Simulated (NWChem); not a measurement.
# CH2AlF3 (AlH2(CF3)) at 5 levels

Aim: a comparison of 5 runs (HF/STO-3G, HF/3-21G, B3LYP/6-31G*, BLYP/6-311G**) of CH2AlF3 (AlH2(CF3)). 

The calculation is run with NWChem 7.3.0.

**1. The molecule**

CH2AlF3 has 7 atoms, charge 0, and is taken as a singlet. As SMILES, `[H][Al]([H])[C](F)(F)F`. The shape comes from GFN1-xTB, which is rough for such elements, and wasn't checked as a minimum.

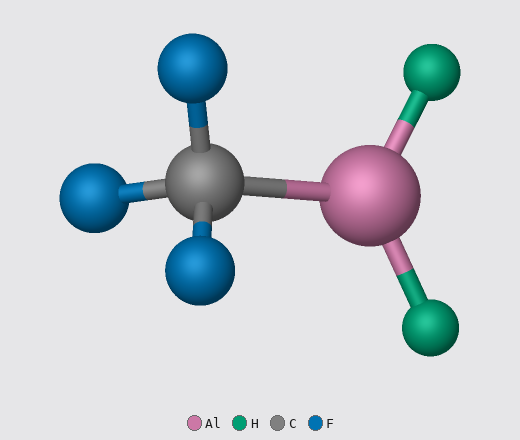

Viewed from a chosen angle; aluminium pink, hydrogen teal, carbon grey, fluorine blue.

**2. Energy and gradient at HF/STO-3G (run 1)**

job.nw reads:

```
start job
memory stack 880 mb heap 220 mb global 1100 mb
charge 0

geometry noautosym nocenter noautoz
  Al     0.582820     1.010270    -0.017270
  H      2.112350     0.934920     0.073090
  H     -0.230140     2.312230     0.012760
  C     -0.415430    -0.707850    -0.057220
  F      0.248350    -1.641110     0.688970
  F     -0.663110    -1.319300    -1.242600
  F     -1.634830    -0.589160     0.542280
end

basis spherical bse
  * library STO-3G
end

scf
  thresh 1e-08
  maxiter 80
end

task scf gradient
```

Started as:

```bash
$ nwchem job.nw > job.out
```

Log:

```text
[...]
  functions       =    31
[...]
  wavefunction    = RHF
[...]
         Total SCF energy =   -571.701344086220
      One-electron energy =  -1257.612531240703
      Two-electron energy =    457.840214841427
 Nuclear repulsion energy =    228.070972313056
        Time for solution =      1.8s
[...]
                         RHF ENERGY GRADIENTS
    atom               coordinates                        gradient
                 x          y          z           x          y          z
   1 Al      1.101370   1.909133  -0.032636   -0.011656  -0.021404   0.001228
   2 H       3.991763   1.766743   0.138120    0.028893  -0.001611   0.002424
   3 H      -0.434902   4.369481   0.024113   -0.015728   0.024894   0.001185
   4 C      -0.785049  -1.337643  -0.108130   -0.015110  -0.023091  -0.009310
   5 F       0.469313  -3.101248   1.301965   -0.016847   0.019674  -0.016459
   6 F      -1.253096  -2.493115  -2.348174    0.001969   0.007699   0.034210
   7 F      -3.089381  -1.113351   1.024761    0.028479  -0.006160  -0.013279
[...]
```

It took 2.8 s on 1 thread of Intel Xeon 6975P-C (Granite Rapids), shared host; peak memory 0.097 GiB.

**3. Energy and gradient at HF/3-21G (run 2)**

mymol.nw reads:

```
start mymol
memory total 2200 mb
charge 0

geometry units angstroms noautosym nocenter noautoz
  Al       0.582820       1.010270      -0.017270
  H        2.112350       0.934920       0.073090
  H       -0.230140       2.312230       0.012760
  C       -0.415430      -0.707850      -0.057220
  F        0.248350      -1.641110       0.688970
  F       -0.663110      -1.319300      -1.242600
  F       -1.634830      -0.589160       0.542280
end

basis spherical bse
  * library 3-21G
end

scf
  singlet
  rhf
  thresh 1e-08
  maxiter 80
end

task scf gradient
```

Started as:

```bash
$ nwchem mymol.nw > mymol.out
```

Log:

```text
[...]
  functions       =    53
[...]
  wavefunction    = RHF
[...]
         Total SCF energy =   -576.093388708306
      One-electron energy =  -1257.461103681235
      Two-electron energy =    453.296742659874
 Nuclear repulsion energy =    228.070972313056
        Time for solution =      2.0s
[...]
                         RHF ENERGY GRADIENTS
    atom               coordinates                        gradient
                 x          y          z           x          y          z
   1 Al      1.101370   1.909133  -0.032636   -0.003234  -0.006746   0.001454
   2 H       3.991763   1.766743   0.138120   -0.016725   0.002400   0.000245
   3 H      -0.434902   4.369481   0.024113    0.010045  -0.013207   0.000806
   4 C      -0.785049  -1.337643  -0.108130    0.012354   0.023210  -0.003955
   5 F       0.469313  -3.101248   1.301965   -0.006869   0.003352  -0.005330
   6 F      -1.253096  -2.493115  -2.348174   -0.002792  -0.003928   0.010797
   7 F      -3.089381  -1.113351   1.024761    0.007221  -0.005081  -0.004018
[...]
```

Run time: 3.3 s. Hardware: 1 thread of Intel Xeon 6975P-C (Granite Rapids), shared host; peak memory 0.099 GiB.

Runs 3 to 4 aren't shown in full; the table further down has their settings and results.

**4. Energy and forces at BLYP/6-311G(d,p) (run 5)**

ch2alf3.nw reads:

```
START ch2alf3
TITLE "CH2AlF3 gradient"
memory total 2200 mb

GEOMETRY noautosym nocenter noautoz
 Al       0.582820       1.010270      -0.017270
 H        2.112350       0.934920       0.073090
 H       -0.230140       2.312230       0.012760
 C       -0.415430      -0.707850      -0.057220
 F        0.248350      -1.641110       0.688970
 F       -0.663110      -1.319300      -1.242600
 F       -1.634830      -0.589160       0.542280
END

BASIS spherical bse
 * library 6-311G**
END

DFT
 xc becke88 lyp
 mult 1
 grid fine
 convergence energy 1e-08
 iterations 100
 mulliken
END

TASK dft gradient
```

Started as:

```bash
$ nwchem ch2alf3.nw > ch2alf3.out
```

Log:

```text
[...]
          Wavefunction type:  closed shell.
          No. of atoms     :     7
          No. of electrons :    48
[...]
          Charge           :     0
          Spin multiplicity:     1
[...]
          AO basis - number of functions:   110
[...]
              XC Information
              --------------
                    Becke 1988 Exchange Functional  1.000
              Lee-Yang-Parr Correlation Functional  1.000
[...]
 d= 0,ls=0.0,diis     1   -581.1224891325 -8.09D+02  1.34D-02  2.56D+00     2.1
[...]
 d= 0,ls=0.0,diis    11   -581.3096522695 -3.72D-09  1.29D-07  5.36D-10    17.7
         Total DFT energy =     -581.309652269531
      One electron energy =    -1261.967900366132
           Coulomb energy =      508.863658658620
    Exchange-Corr. energy =      -56.276382875075
 Nuclear repulsion energy =      228.070972313056
[...]
      Total Density - Mulliken Population Analysis
     ---------------------------------------------
    Atom       Charge   Shell Charges
 -----------   ------   -------------------------------------------------------
    1 Al  13    12.35   0.79  1.18  0.97  1.02  0.88  0.24  2.14  3.75  0.66  0.52  0.09  0.11
    2 H    1     1.18   0.25  0.57  0.35  0.01
    3 H    1     1.18   0.25  0.57  0.35  0.01
    4 C    6     5.73   1.11  0.88  0.56  0.84  1.36  0.33  0.42  0.22
    5 F    9     9.20   1.08  0.92  1.20  1.09  2.30  0.85  1.76  0.00
    6 F    9     9.18   1.08  0.92  1.20  1.10  2.30  0.84  1.75  0.01
    7 F    9     9.19   1.08  0.92  1.20  1.09  2.30  0.85  1.75  0.00
[...]
  wavefunction    = closed shell
                         DFT ENERGY GRADIENTS
    atom               coordinates                        gradient
                 x          y          z           x          y          z
   1 Al      1.101370   1.909133  -0.032636    0.000180  -0.000570   0.001360
   2 H       3.991763   1.766743   0.138120   -0.014550   0.000820  -0.000036
   3 H      -0.434902   4.369481   0.024113    0.007663  -0.012059   0.000415
   4 C      -0.785049  -1.337643  -0.108130    0.002147   0.004064  -0.001207
   5 F       0.469313  -3.101248   1.301965   -0.014554   0.012175  -0.012995
   6 F      -1.253096  -2.493115  -2.348174   -0.000020   0.002737   0.022397
   7 F      -3.089381  -1.113351   1.024761    0.019135  -0.007169  -0.009933
[...]
```

It took 24 s on 1 thread of Intel Xeon 6975P-C (Granite Rapids), shared host; peak memory 0.12 GiB.

**5. The series**

```tsv
run	level	Cartesian functions	iteration cap	energy (Eh)	dipole moment (D)	HOMO energy (eV)	LUMO energy (eV)	wall time
1	HF/STO-3G	no	80	-571.701344	2.58	-8.30	7.58	2.8 s
2	HF/3-21G	no	80	-576.093389	3.11	-12.54	0.35	3.3 s
3	B3LYP/6-31G* (Cartesian functions)	yes	100	-581.235641	–	–	–	32 s
4	B3LYP/6-31G* (spherical functions)	no	100	-581.231006	2.12	–	–	30 s
5	BLYP/6-311G**	no	100	-581.309652	2.07	-7.22	-2.89	24 s
```

**6. Results**

| quantity | value |
| --- | --- |
| run 5: total energy | -581.30965 Eh |
| run 5: dipole moment | 2.07 D |
| run 5: HOMO energy | -7.22 eV |
| run 5: LUMO energy | -2.89 eV |
| run 5: HOMO–LUMO gap | 4.33 eV |
| run 5: largest force on an atom | 1.183 eV/Å |

Over runs 1, 2, 4, 5 the dipole moment (its size) runs from 2.07 D (BLYP/6-311G**) to 3.11 D (HF/3-21G). The two ends differ in method and basis. Over runs 1, 2, 5 the HOMO–LUMO gap runs from 4.33 eV (BLYP/6-311G**) to 15.88 eV (HF/STO-3G). Totals of different functionals can't be ranked against each other. In run 1 the basis is minimal, so the values are rough. All runs together took 92 s, the longest 32 s.
